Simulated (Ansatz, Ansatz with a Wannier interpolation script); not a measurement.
**SnSe (Pnma): what limits a Wannier interpolation of GW**

How do the Wannier model and the GW settings move the interpolated bands of SnSe (Pnma)?

Main program and level: Ansatz 0.2.0; maximally localised Wannier functions, LDA, plane waves, PAW.

The database entry behind the starting cell differs from later determinations by our own check (an axis about 0.9 % long against later determinations), so it need not match the best structure at ambient conditions.

## Step 1: Set-up

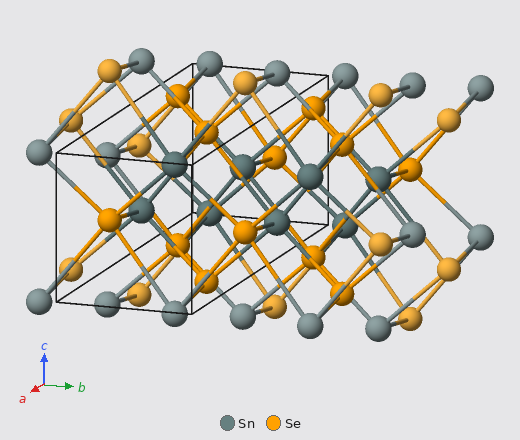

The cell as given, slightly off an axis (tin teal, selenium orange). 1×2×1 cells are drawn. Some periodic images of atoms are drawn too.

The cell and positions come from the Crystallography Open Database and are kept as given unless a step says otherwise. The default PAW set here is soft_2. Its files were made with PBE.

## Step 2: Wannier model on 4×8×8

Localised functions give a small Hamiltonian that interpolates between mesh points at no cost.

The input, input.yaml:

```yaml
crystal:
  lattice:
    - [11.42, 0.0, 0.0]
    - [0.0, 4.19, 0.0]
    - [0.0, 0.0, 4.46]
  atoms:
    - { symbol: Sn, position: [0.123, 0.25, 0.091] }
    - { symbol: Sn, position: [0.377, 0.75, 0.591] }
    - { symbol: Sn, position: [0.623, 0.25, 0.409] }
    - { symbol: Sn, position: [0.877, 0.75, 0.909] }
    - { symbol: Se, position: [0.357, 0.25, 0.016] }
    - { symbol: Se, position: [0.143, 0.75, 0.516] }
    - { symbol: Se, position: [0.857, 0.25, 0.484] }
    - { symbol: Se, position: [0.643, 0.75, 0.984] }
kpoints:
  mp_grid: { grid: [2, 4, 4] }
hamiltonian:
  xc: lda
scf:
  occupations: { method: fixed }
  n_extra_bands: 113
output:
  wannier:
    kmesh: [4, 8, 8]
    projections:
      - { species: Se, l: p, shell: 4 }
      - { species: Sn, l: s, shell: 5 }
      - { species: Sn, l: p, shell: 5 }
    minimise: true
    write_hr: true
    seedname: w
    conv_tol: 1.0e-07
    max_iter: 4000
    disentanglement:
      window: [0.37, 15.99]
      frozen_window: [0.37, 11.5]
      conv_tol: 1.0e-08
```

Started as:

```bash
ansatz run input.yaml --threads 3 --pin off --max-ram 92160MiB --backend cuda --events-out ev --progress --plain --runs-dir out --devices 1 --max-vram 13GiB  # rebuilt from the run's record
```

Numbers of over 12 decimals in the logs are rounded to 6 here.

Output:

```text
scf.n_extra_bands = 113 over 60 filled bands (N_el = 120.0): the run solves 173 bands
GPUs: using 1 of 1 available (devices: 1).
Engine: ansatz 0.2.0, x86_64-unknown-linux-gnu
Pseudopotentials: kind: paw
Pseudopotential: Sn, paw, valence charge 14, recommended cutoff 420 eV (normal), Sn.paw.azcp
Pseudopotential: Se, paw, valence charge 16, recommended cutoff 420 eV (normal), Se.paw.azcp
Functional definition: SPW92
  exchange = slater_x
  correlation = pw_c
device memory: the entry about to start is reckoned to put 5.2 GiB on a device that reports 49.9 GiB free (of which the cap on the GPU budget leaves the run 13.0 GiB)
GPU FFT provider: cuFFT
GPU libraries: cuBLAS 13.8.2, cuFFT 12.4.0, cuSOLVER 12.3.4
Crystal: 8 atoms, lattice volume = 213.410 Å³
Basis set: ecut = 420 eV, 4163 PW (Γ)
Bands: 173, of which v1, the nominal top of the filled ones, is band 60 counted from 1 (59 counted from 0)
Symmetry: 8 space group operations
Space group: Pnma (ITA 62), of the structure as read, at distance tolerance 6.0e-5 Å
k-points: 18 of 32
Non-local potential: Sn, projectors of the file, l = 0: 2, l = 1: 2, l = 2: 2, l = 3: 2
Non-local potential: Se, projectors of the file, l = 0: 2, l = 1: 2, l = 2: 3, l = 3: 1
PAW form: soft (Blöchl's): semilocal exchange-correlation on the pseudo side does not see the compensation charge
PAW frozen core: Sn, regenerated for the run's functional, and the local potential with it (the file was generated under x = pbe(κ = 0.804, μ = 0.219515), c = pbe(β = 0.066725))
PAW frozen core: Se, regenerated for the run's functional, and the local potential with it (the file was generated under x = pbe(κ = 0.804, μ = 0.219515), c = pbe(β = 0.066725))
PAW one-centre angular grid: Sn, 590 points (default); XC on 64 Gauss nodes
PAW one-centre angular grid: Se, 590 points (default); XC on 64 Gauss nodes
Initial density: superposition of atomic densities (neutral atoms: chi_scale 0, normalization atom), corrected by the library's trained network
Initial wavefunctions: pseudopotential atomic-orbital guess
GPU buffer pool allocated for 72000 grid points (all kernels)
GPU transforms: local potential and band sums: pruned to the plane-wave sphere, on 80×30×30
Functional: x = slater, c = lda
SCF iter   1: F=—  HF=-45054.556156 eV  |F-HF|=—  |Δ(HF+E_count)|=         —  Δρ=5.38e-3  dr2=3.95e-2  ethr=1.77e-3  ⟨swp⟩=4.9  Hψ=10338  notcnv=0  defer=1983
preconditioner: auto → Resta (q_TF=auto, 2.479 Å⁻¹)  ε∞=1.5  [insulator: Δε(μ)=1.043 eV  Ē_g=31.863 eV  n_scr=56 (ndim 8)  ℏωp=22.7 eV  f_vac=0.001  ε∞_Penn≈1.5]
SCF iter   2: F=—  HF=-45054.538518 eV  |F-HF|=—  |Δ(HF+E_count)|=   1.76e-2  Δρ=2.44e-3  dr2=6.02e-3  ethr=3.29e-5  ⟨swp⟩=2.7  Hψ=4029  notcnv=0  defer=1992
SCF iter   3: F=—  HF=-45054.537282 eV  |F-HF|=—  |Δ(HF+E_count)|=   1.24e-3  Δρ=5.34e-4  dr2=8.98e-4  ethr=5.02e-6  ⟨swp⟩=2.0  Hψ=1952  notcnv=0  defer=1992
SCF iter   4: F=—  HF=-45054.537153 eV  |F-HF|=—  |Δ(HF+E_count)|=   1.30e-4  Δρ=1.96e-4  dr2=6.27e-5  ethr=7.48e-7  ⟨swp⟩=2.0  Hψ=2292  notcnv=0  defer=1992
SCF iter   5: F=—  HF=-45054.537011 eV  |F-HF|=—  |Δ(HF+E_count)|=   1.41e-4  Δρ=3.26e-5  dr2=2.25e-6  ethr=5.22e-8  ⟨swp⟩=2.4  Hψ=2150  notcnv=0  defer=1924
SCF iter   6: F=—  HF=-45054.537011 eV  |F-HF|=—  |Δ(HF+E_count)|=   2.30e-7  Δρ=1.10e-5  dr2=2.69e-7  ethr=1.88e-9  ⟨swp⟩=2.0  Hψ=1910  notcnv=0  defer=1924
SCF iter   7: F=-45054.537011 eV  HF=-45054.537011 eV  |F-HF|=1.06e-8  |Δ(HF+E_count)|=   9.07e-9  Δρ=2.76e-6  dr2=1.50e-8  ethr=8.33e-11  ⟨swp⟩=15.9  Hψ=28018  notcnv=0
SCF 1 converged in 7 iterations: F = -45054.537011 eV  dr2 = 1.50e-8
[...]
device memory: the entry about to start is reckoned to put 6.0 GiB (of the 6.3 GiB reckoned in all, the device holds 0.2 GiB already) on a device that reports 50.6 GiB free (of which the cap on the GPU budget leaves the run 12.8 GiB)
NSCF: frozen V_eff on 18 k-points
[...]
device memory: the entry about to start is reckoned to put 5.4 GiB on a device that reports 49.9 GiB free (of which the cap on the GPU budget leaves the run 13.0 GiB)
NSCF: frozen V_eff on 79 k-points
the Wannier pass solved 79 of the 256 points of its mesh, and has the states at the others by symmetry: states obtained by the crystal's operations at points that were solved too leave a residual of 4.41e-13 eV (read by the count's bands and the next), within 1.11e-5 eV
SCF converged after 7 iterations
Free energy (F): -45054.537011 eV
Harris-Foulkes:  -45054.537011 eV  (|F-HF|=1.06e-8)
Internal energy: -45054.537011 eV  (E = F + TS)
E sigma→0 (E₀):  -45054.537011 eV
Fermi energy:    8.360264 eV
--- Per-component energies (eV) ---
  E_band       = -1920.997646
  E_kinetic    = 1222.715148
  E_local      = -13336.103998  (includes V_loc(G=0)·N_el)
  E_nonlocal   = -2470.023678
  E_hartree    = 7001.137385
  E_xc         = -1933.044910
  E_vxc        = -790.687176  (∫ρ·V_xc dr)
  E_paw        = -23276.622810  (= ΣΔE_a)
  E_vpaw       = -549.166279  (= ΣTr[D̂ρ^β])
  E_aug_tail   = -0.002383  (compensation charges beyond the density's cutoff)
  E_ewald      = -12273.160808
  E_core_change = 10.569042  (= ΣΔE_core)
  E_smearing   = -0.000000  (= −TS)
  E_closure    = -0.000000  (closes the sum)
  Σ components = -45054.537011   (vs F -45054.537011, Δ=0.00e0)
--- Band table (eV; the first three rows and the last of 18) ---
  k-point 0: bands = [... 56 lower, 7.1859, 7.4843, 7.9244, 8.1353, 9.4266, 11.5923, 11.7052, 11.7430, ... 109 higher]
  k-point 1: bands = [... 56 lower, 7.4575, 7.5936, 8.0601, 8.3603, 9.7436, 10.0552, 10.7475, 10.7510, ... 109 higher]
  k-point 2: bands = [... 56 lower, 7.8779, 7.8779, 8.3369, 8.3369, 9.8845, 9.8845, 10.2340, 10.2340, ... 109 higher]
  k-point 17: bands = [... 56 lower, 7.1694, 7.1694, 7.1694, 7.1694, 11.2693, 11.2693, 11.2693, 11.2693, ... 109 higher]
Wannier search: line search 1 of at most 4000: gauge-dependent spread (as the search counts it) 15.4552292 Å², largest recent change 2.4e0 Å² and fall left 1.1e-2 Å² against conv_tol 1.0e-7 Å², 0 stops escaped
```

The job ended after 44 s (1 × NVIDIA H100 80GB HBM3 (shared by 6 runs) with 3 threads of AMD EPYC 7R13 (Zen 3), shared host; peak memory 1.8 GiB).

This step gave:

| Property | Result |
| --- | --- |
| gauge-invariant spread | 67.15 Å² |
| diagonal spread | 0.1637 Å² |
| off-diagonal spread | 7.660 Å² |
| total spread | 74.97 Å² |
| least projectability | 0.3575 |
| localisation steps | 38 |
| disentanglement steps | 112 |
| r.m.s. interpolation error | 8.02e-4 eV |
| r.m.s. error near the gap | 9.50e-4 eV |

Near the gap the model misses directly solved bands by 0.9 meV r.m.s. and by 7 meV at most in the window tested. This tests the starting bands, not the corrections carried with them.

## Step 3: Wannier model on 2×4×4

input.yaml: that of step 2 with these lines changed.

```diff
@@ -23,3 +23,3 @@
   wannier:
-    kmesh: [4, 8, 8]
+    kmesh: [2, 4, 4]
     projections:
```

Output:

```text
[...]
GPUs: using 1 of 1 available (devices: 1).
[...]
GPU FFT provider: cuFFT
GPU libraries: cuBLAS 13.8.2, cuFFT 12.4.0, cuSOLVER 12.3.4
Crystal: 8 atoms, lattice volume = 213.410 Å³
Basis set: ecut = 420 eV, 4163 PW (Γ)
Bands: 173, of which v1, the nominal top of the filled ones, is band 60 counted from 1 (59 counted from 0)
Symmetry: 8 space group operations
[...]
k-points: 18 of 32
[...]
GPU buffer pool allocated for 72000 grid points (all kernels)
[...]
SCF iter   1: F=—  HF=-45054.556156 eV  |F-HF|=—  |Δ(HF+E_count)|=         —  Δρ=5.38e-3  dr2=3.95e-2  ethr=1.77e-3  ⟨swp⟩=4.9  Hψ=10338  notcnv=0  defer=1983
[...]
SCF iter   7: F=-45054.537011 eV  HF=-45054.537011 eV  |F-HF|=1.06e-8  |Δ(HF+E_count)|=   9.07e-9  Δρ=2.76e-6  dr2=1.50e-8  ethr=8.33e-11  ⟨swp⟩=15.9  Hψ=28018  notcnv=0
SCF 1 converged in 7 iterations: F = -45054.537011 eV  dr2 = 1.50e-8
[...]
NSCF: frozen V_eff on 18 k-points
[...]
SCF converged after 7 iterations
Free energy (F): -45054.537011 eV
[...]
Internal energy: -45054.537011 eV  (E = F + TS)
E sigma→0 (E₀):  -45054.537011 eV
Fermi energy:    8.360264 eV
[...]
--- Band table (eV; the first three rows and the last of 18) ---
  k-point 0: bands = [... 56 lower, 7.1859, 7.4843, 7.9244, 8.1353, 9.4266, 11.5923, 11.7052, 11.7430, ... 109 higher]
  k-point 1: bands = [... 56 lower, 7.4575, 7.5936, 8.0601, 8.3603, 9.7436, 10.0552, 10.7475, 10.7510, ... 109 higher]
  k-point 2: bands = [... 56 lower, 7.8779, 7.8779, 8.3369, 8.3369, 9.8845, 9.8845, 10.2340, 10.2340, ... 109 higher]
  k-point 17: bands = [... 56 lower, 7.1694, 7.1694, 7.1694, 7.1694, 11.2693, 11.2693, 11.2693, 11.2693, ... 109 higher]
[...]
```

Elapsed: 9.2 s, on 1 × NVIDIA H100 80GB HBM3 (shared by 6 runs) with 3 threads; peak memory 1.1 GiB; 15 s of CPU time.

This step gave:

- gauge-invariant spread: 58.67 Å²
- diagonal spread: 0.1767 Å²
- off-diagonal spread: 8.512 Å²
- total spread: 67.36 Å²
- least projectability: 0.3685
- localisation steps: 36
- disentanglement steps: 41
- r.m.s. interpolation error: 0.01453 eV
- r.m.s. error near the gap: 0.02031 eV

Near the gap the model misses directly solved bands by 20.3 meV r.m.s. and by 169 meV at most in the window tested. This tests the starting bands, not the corrections carried with them.

Frozen up to 2.81 eV; above it the model need not follow the bands. The electronic bands at the labelled points (eV, zero at the valence-band top; v1 is the highest filled band, c1 the lowest empty one):

```
    point     v4     v3     v2     v1    c1    c2    c3    c4
        Γ  -1.50  -1.20  -0.76  -0.55  0.74  2.91  3.05  3.10
        X  -1.79  -1.79  -0.62  -0.62  2.62  2.62  2.79  2.79
        S  -1.03  -1.03  -1.03  -1.03  1.34  1.34  1.34  1.34
        Y  -1.04  -1.04  -0.76  -0.76  0.86  0.86  1.31  1.31
        Γ  -1.50  -1.20  -0.76  -0.55  0.74  2.91  3.05  3.10
        Z  -0.81  -0.81  -0.35  -0.35  1.20  1.20  1.54  1.54
        U  -0.55  -0.55  -0.34  -0.34  1.21  1.21  1.53  1.53
        R  -1.52  -1.52  -1.52  -1.52  2.58  2.58  2.58  2.58
        T  -2.24  -2.24  -1.51  -1.51  2.81  2.81  3.08  3.08
        Z  -0.81  -0.81  -0.35  -0.35  1.20  1.20  1.54  1.54
jump to X  -1.79  -1.79  -0.62  -0.62  2.62  2.62  2.79  2.79
        U  -0.55  -0.55  -0.34  -0.34  1.21  1.21  1.53  1.53
jump to Y  -1.04  -1.04  -0.76  -0.76  0.86  0.86  1.31  1.31
        T  -2.24  -2.24  -1.51  -1.51  2.81  2.81  3.08  3.08
jump to S  -1.03  -1.03  -1.03  -1.03  1.34  1.34  1.34  1.34
        R  -1.52  -1.52  -1.52  -1.52  2.58  2.58  2.58  2.58
```

The same for Kohn-Sham, solved directly:

```
point     v4     v3     v2     v1    c1    c2    c3    c4
    Γ  -1.50  -1.20  -0.76  -0.55  0.74  2.90  3.02  3.05
    X  -1.79  -1.79  -0.62  -0.62  2.62  2.62  2.79  2.79
    S  -1.03  -1.03  -1.03  -1.03  1.34  1.34  1.34  1.34
    Y  -1.04  -1.04  -0.76  -0.76  0.86  0.86  1.31  1.31
    Γ  -1.50  -1.20  -0.76  -0.55  0.74  2.90  3.02  3.05
    Z  -0.81  -0.81  -0.35  -0.35  1.20  1.20  1.54  1.54
    U  -0.55  -0.55  -0.34  -0.34  1.21  1.21  1.53  1.53
    R  -1.52  -1.52  -1.52  -1.52  2.58  2.58  2.58  2.58
    T  -2.24  -2.24  -1.51  -1.51  2.81  2.81  3.08  3.08
    Z  -0.81  -0.81  -0.35  -0.35  1.20  1.20  1.54  1.54
    X  -1.79  -1.79  -0.62  -0.62  2.62  2.62  2.79  2.79
    U  -0.55  -0.55  -0.34  -0.34  1.21  1.21  1.53  1.53
    Y  -1.04  -1.04  -0.76  -0.76  0.86  0.86  1.31  1.31
    T  -2.24  -2.24  -1.51  -1.51  2.81  2.81  3.08  3.08
```

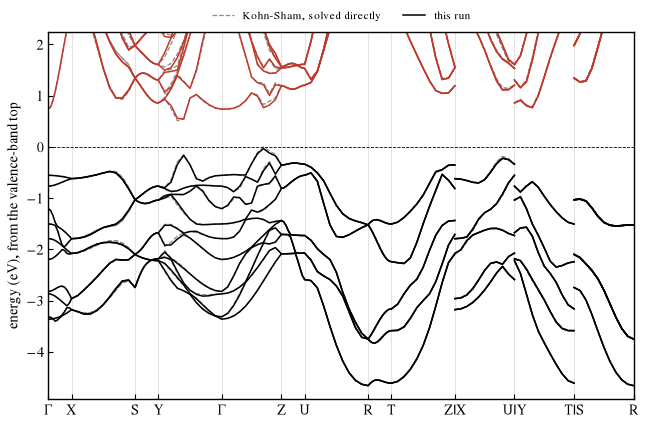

Electronic bands along the path; lines of filled and empty bands in two colours; dashed: Kohn-Sham, solved directly.

(Continued in part 2 of 2.)

[Paths, hosts, dates, memory and timing lines, banners, echoed tables and standing remarks are left out of the program output.]

[Logs are printed without paths, hosts, clocks, repeated set-up lines and the standing remarks that a program may print on its own settings, such as how far it seeks lower states.]

[Runs of the session that timed out or met a known fault of the program may be left out.]

[Hosts, paths, dates, database ids (printed as entryN), source tags and the programs' standing remarks are cut or masked in the printed files.]
